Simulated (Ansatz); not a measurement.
# Si: Si → Ru

Take Si (space group Ia-3, No. 206; a = 6.6016 Å) as the base.

Modification: full substitution Si → Ru, then cell and atoms are relaxed.

Level of theory: plane-wave PAW DFT at the PBEsol level (Ansatz, a first-principles code, 420 eV), scalar-relativistic without spin-orbit coupling. Settings: 10×10×10 k-points, 0.05 eV Fermi–Dirac smearing.

The volume per atom decreases by 1.17 Å³ to 16.81 Å³ and the density grows by 7.39 g/cm³ to 9.98 g/cm³. The lattice parameter a decreases by 0.146 Å to 6.456 Å and the space group is still Ia-3 (No. 206). The shortest interatomic distance shrinks by 0.056 Å, from 2.340 Å to 2.284 Å and the band gap stays zero.

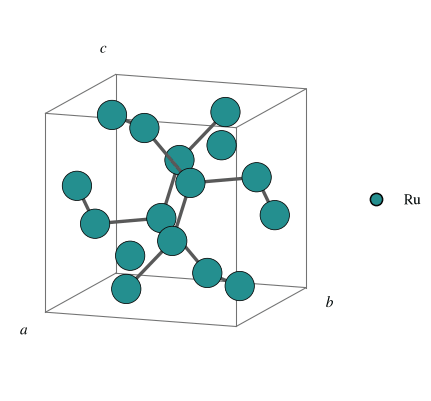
*The relaxed conventional cell after the change*

Whether these cells are dynamically stable was not tested. As relaxed here, Ru is a hypothetical phase, not in the database extracts checked. All final runs are without spin polarisation. This is not the structure that Si has at room temperature and ambient pressure. The zero or small gap of Si can change with the level of theory.
